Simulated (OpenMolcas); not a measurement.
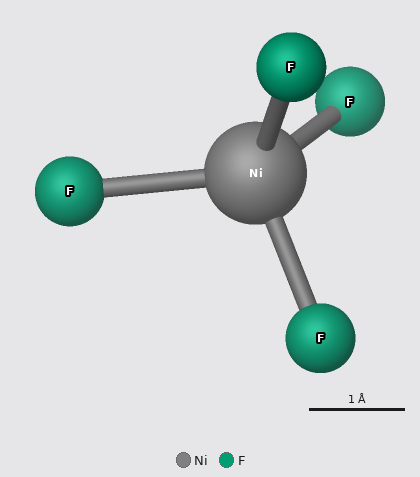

The input geometry (ball-and-stick view, seen at a tilt). Sticks mark near contacts.

# Excited-state calculation, with input and output: NiF4 (charge −2) (part 1 of 2)

System: NiF4, charge −2, multiplicity 3.
Method: CASSCF/ANO-S-VDZP (OpenMolcas 26.06).

The geometry comes from this level: GFN2-xTB.

Input file
```
&GATEWAY
 BasisSet
 Ni.ANO-S-VDZP....
 Ni1 0.017120 -0.029280 -0.025070 angstrom
 End of Basis
 BasisSet
 F.ANO-S-VDZP....
 F2 0.049710 -0.079110 1.858750 angstrom
 F3 1.890040 0.165490 -0.580000 angstrom
 F4 -0.872900 1.501380 -0.667740 angstrom
 F5 -1.083980 -1.558490 -0.585930 angstrom
 End of Basis
 RICD

&SEWARD

&RASSCF
 FileOrb
 $CurrDir/step2.RasOrb
 Spin
 3
 Nactel
 6 0 0
 Inactive
 30
 Ras2
 6
 CIRoot
 3 3 1
 OrbListing
 Nothing

&RASSI
 NrOfJobIphs
 1 all
```

Run on 1 thread of Intel Xeon @ 2.90GHz (Ice Lake), 16 GiB of memory available, shared host.

Launch command:
```bash
export MOLCAS_MEM=1860
pymolcas step7.input > step7.log
```

Log
```
--- Start Module: gateway ---

                                              &GATEWAY

                       available to each process: 1.9 GB of memory, 1 thread

++    Symmetry information:
      ---------------------

                    Character Table for C1

                             E
                    a        1  x, y, xy, Rz, z, xz, Ry, yz, Rx, I
--

++    Basis set information:
      ----------------------

      Basis set label: NI.ANO-S...5S4P2D1F.

      Electronic valence basis set:
      ------------------
      Associated Effective Charge  28.000000 au
      Associated Actual Charge     28.000000 au
      Nuclear Model: Point charge

      Shell  nPrim  nBasis  Cartesian Spherical Contaminant
         s      17       5        X
         p      12       4        X
         d       9       2                 X
         f       4       1                 X

      Basis set label: F.ANO-S...3S2P1D.

      Electronic valence basis set:
      ------------------
      Associated Effective Charge   9.000000 au
      Associated Actual Charge      9.000000 au
      Nuclear Model: Point charge

      Shell  nPrim  nBasis  Cartesian Spherical Contaminant
         s      10       3        X
         p       6       2        X
         d       3       1                 X
--

++    Molecular structure info:
      -------------------------

                    ************************************************
                    **** Cartesian Coordinates / bohr, angstrom ****
                    ************************************************

     Center  Label                x              y              z                     x              y              z
        1      NI1              0.032352      -0.055331      -0.047375              0.017120      -0.029280      -0.025070
        2      F2               0.093938      -0.149496       3.512528              0.049710      -0.079110       1.858750
        3      F3               3.571658       0.312731      -1.096041              1.890040       0.165490      -0.580000
        4      F4              -1.649542       2.837197      -1.261846             -0.872900       1.501380      -0.667740
        5      F5              -2.048425      -2.945119      -1.107247             -1.083980      -1.558490      -0.585930

                    ***************************************
                    *    InterNuclear Distances / bohr    *
                    ***************************************

               1 NI1           2 F2            3 F3            4 F4            5 F5
    1 NI1      0.000000
    2 F2       3.561682        0.000000
    3 F3       3.709697        5.791986        0.000000
    4 F4       3.559554        5.895312        5.801840        0.000000
    5 F5       3.715352        5.809265        6.496079        5.798120        0.000000

                    *******************************************
                    *    InterNuclear Distances / angstrom    *
                    *******************************************

               1 NI1           2 F2            3 F3            4 F4            5 F5
    1 NI1      0.000000
    2 F2       1.884761        0.000000
    3 F3       1.963087        3.064987        0.000000
    4 F4       1.883635        3.119665        3.070202        0.000000
    5 F5       1.966079        3.074131        3.437577        3.068233        0.000000
--

            Nuclear Potential Energy            359.37324639 au

--- Stop Module: gateway /rc=_RC_ALL_IS_WELL_ ---
--- Module gateway spent 1 second ---

--- Start Module: seward ---

                                              &SEWARD

                       available to each process: 1.9 GB of memory, 1 thread

               SEWARD will generate:
                  Multipole Moment integrals up to order  2
                  Kinetic Energy integrals
                  Nuclear Attraction integrals (point charge)
                  One-Electron Hamiltonian integrals
                  Velocity integrals
                  Orbital angular momentum around (  0.0094  -0.0161  -0.0138 )
                  Velocity quadrupole around (  0.0094  -0.0161  -0.0138 )
                  RI decomposed two-electron repulsion integrals stored Cholesky style
                   - acCD auxiliary basis
                   - CD Threshold:   1.00E-04

                   Integrals are discarded if absolute value <: 1.00E-14
                   Integral cutoff threshold is set to       <: 1.00E-16

            Nuclear Potential Energy            359.37324639 au

      Basis set specifications :
      Symmetry species         a
      Basis functions           90

--- Stop Module: seward /rc=_RC_ALL_IS_WELL_ ---
--- Module seward spent 1 second ---

--- Start Module: rasscf ---

                                              &RASSCF

                       available to each process: 1.9 GB of memory, 1 thread

      Header of the ONEINT file:
      --------------------------

      OrdInt status: non-squared

      Cartesian coordinates in angstrom:
      -----------------------------------------------------
      No.  Label        X            Y            Z
      -----------------------------------------------------
       1   NI1        0.01712000  -0.02928000  -0.02507000
       2   F2         0.04971000  -0.07911000   1.85875000
       3   F3         1.89004000   0.16549000  -0.58000000
       4   F4        -0.87290000   1.50138000  -0.66774000
       5   F5        -1.08398000  -1.55849000  -0.58593000
      -----------------------------------------------------
      Nuclear repulsion energy =  359.37324639

++    Wave function specifications:
      -----------------------------

      Number of closed shell electrons          60
      Number of electrons in active shells       6
      Max number of holes in RAS1 space          0
      Max nr of electrons in RAS3 space          0
      Number of inactive orbitals               30
      Number of active orbitals                  6
      Number of secondary orbitals              54
      Spin quantum number                      1.0
      State symmetry                             1
--

++    Orbital specifications:
      -----------------------

      Symmetry species                           1
                                                 a
      Frozen orbitals                            0
      Inactive orbitals                         30
      Active orbitals                            6
      RAS1 orbitals                              0
      RAS2 orbitals                              6
      RAS3 orbitals                              0
      Secondary orbitals                        54
      Deleted orbitals                           0
      Number of basis functions                 90
--

++    CI expansion specifications:
      ----------------------------

      Number of CSFs                           189
      Number of determinants                   225
      Number of root(s) required                 3
      Root chosen for geometry opt.              3
      CI roots used                              1     2     3
      weights                                0.333 0.333 0.333
      highest root included in the CI            3
      max. size of the explicit Hamiltonian    189
--

++    Optimization specifications:
      ----------------------------

      RASSCF algorithm: LK RI/DF
      Maximum number of macro iterations       200
      Maximum number of SX iterations          100
      Threshold for RASSCF energy            1.000E-08
      Threshold for max MO rotation          1.000E-01
      Threshold for max BLB element          1.000E-04
      Level shift parameter                  5.000E-01
      Make Quasi-Newton update
--

      The MO-coefficients are taken from the file:
      step2.RasOrb
      Title: RASSCF average (pseudo-natural) orbitals

      Total molecular charge   -2.00

      ************************************************************************************************************************
      *                                            Wave function control section                                             *
      ************************************************************************************************************************

                                         RASSCF iterations: Energy and convergence statistics
                                         ----------------------------------------------------

          iter iter root      energy       change     param      element    value   shift minimum  type update hh:mm:ss
 Nr of preliminary CI iterations:   1
      Total energies have been shifted. Add                -1000.00 au
        1   1    4    0  -904.85047962    0.00E+00   4.67E-05   18  56 1 -9.90E-06   0.29   0.00    SX    NO    0:00:00
        2   1    4    0  -904.85047963   -2.66E-10  -2.09E-05   33  53 1 -3.60E-06   0.29   0.00    SX    NO    0:00:00
        3   1    3    0  -904.85047963   -8.21E-11   1.00E-05   18  56 1 -3.60E-06   0.29   0.00    SX    NO    0:00:00
        4   1    3    0  -904.85047963   -2.93E-11  -5.46E-06   19  55 1  1.66E-06   0.29   0.00    SX    NO    0:00:00
      Convergence after  4 iterations
        5   1    3    0  -904.85047963   -2.75E-11  -5.46E-06   18  56 1 -1.67E-06   0.29   0.00    SX    NO    0:00:00

      ************************************************************************************************************************
                                                      Wave function printout:
                       occupation of active orbitals, and spin coupling of open shells (u,d: Spin up or down)
      ************************************************************************************************************************

      Note: transformation to natural orbitals
      has been made, which may change the order of the CSFs.

      printout of CI-coefficients larger than  0.05 for root  1
      energy=   -1904.855216
      conf/sym  111111     Coeff  Weight
             1  22uu00   0.06930 0.00480
             7  u22u00  -0.12888 0.01661
            37  u2u200   0.98417 0.96859
           168  u0u202   0.07569 0.00573

      printout of CI-coefficients larger than  0.05 for root  2
      energy=   -1904.853614
      conf/sym  111111     Coeff  Weight
             1  22uu00  -0.99398 0.98800
            37  u2u200   0.06784 0.00460
            80  20uu02   0.07643 0.00584

      printout of CI-coefficients larger than  0.05 for root  3
      energy=   -1904.842608
      conf/sym  111111     Coeff  Weight
             7  u22u00  -0.98806 0.97626
            37  u2u200  -0.12928 0.01671
           116  u02u02  -0.07560 0.00572

      Natural orbitals and occupation numbers for root  1
      sym 1:   0.999988   1.986661   1.000319   1.994550   0.005547   0.012936

      Natural orbitals and occupation numbers for root  2
      sym 1:   1.999808   1.986718   1.000389   0.999902   0.000369   0.012814

      Natural orbitals and occupation numbers for root  3
      sym 1:   1.000000   1.986946   1.999732   1.000133   0.000363   0.012825

      ************************************************************************************************************************
      *                                                    Final results                                                     *
      ************************************************************************************************************************

++    Final optimization conditions:
      ------------------------------

      Average CI energy                           -1904.85047963
      RASSCF energy for state  3                  -1904.84260841
      Super-CI energy                                -0.00000000
      RASSCF energy change                           -0.00000000
      Max change in MO coefficients               7.400E-06
      Max non-diagonal density matrix element    -5.458E-06
      Maximum BLB matrix element                 -1.670E-06
      (orbital pair  18,  56 in symmetry   1)
      Norm of electronic gradient            1.401E-01
--

      Final state energy(ies):
      ------------------------

::    RASSCF root number  1 Total energy:  -1904.85521627
::    RASSCF root number  2 Total energy:  -1904.85361419
::    RASSCF root number  3 Total energy:  -1904.84260841
      Von Neumann Entropy (Root   1) =  1.08404

      Mulliken population analysis for root number:  1
      -----------------------------------------------

++    Molecular charges:
      ------------------

      Mulliken charges per centre
      ---------------------------

                NI1     F2      F3      F4      F5
      Total   26.4871  9.8854  9.8838  9.8590  9.8846

      N-E      1.5129 -0.8854 -0.8838 -0.8590 -0.8846

      Total electronic charge=   66.000000

      Total            charge=   -2.000000
--

      Expectation values of various properties for root number:  1
      -----------------------------------------------------------

++    Molecular properties:
      ---------------------

      Charge (e):
                      =   -2.0000
      Dipole Moment (debye):
      Origin of the operator (angstrom)=    0.0050   -0.0085   -0.0073
                   X=  8.4869E-02               Y= -1.3766E-01               Z= -1.8575E-01           Total=  2.4628E-01
      Center of Charge (angstrom)
                     X=   -0.00759065               Y=    0.01220128               Z=    0.01751446
      Quadrupole Moment (debye*angstrom):
      Origin of the operator (angstrom)=    0.0050   -0.0085   -0.0073
                  XX= -5.7570E+01              XY= -2.7847E+00              XZ= -8.0940E-01              YY= -5.4413E+01
                  YZ=  1.2745E+00              ZZ= -5.4445E+01
      In traceless form (debye*angstrom)
                  XX= -3.1414E+00              XY= -4.1771E+00              XZ= -1.2141E+00              YY=  1.5944E+00
                  YZ=  1.9117E+00              ZZ=  1.5471E+00
--

      Mulliken spin population analysis for root number:  1
      ---------------------------------------------------

++    Molecular charges:
      ------------------

      Mulliken spin population per centre
      ---------------------------

                NI1     F2      F3      F4      F5
      Total    1.9546  0.0050  0.0129  0.0151  0.0125

      Total electronic spin=    2.000000
--

      LoProp population analysis for root number:  1
      -----------------------------------------------

++    LoProp analysis:
      ----------------

++    Static properties:
      ------------------

      LoProp Charges per center

                   NI1      F2       F3       F4       F5
      Nuclear     28.0000   9.0000   9.0000   9.0000   9.0000
      Electronic -26.3833  -9.9171  -9.9039  -9.8911  -9.9047
```
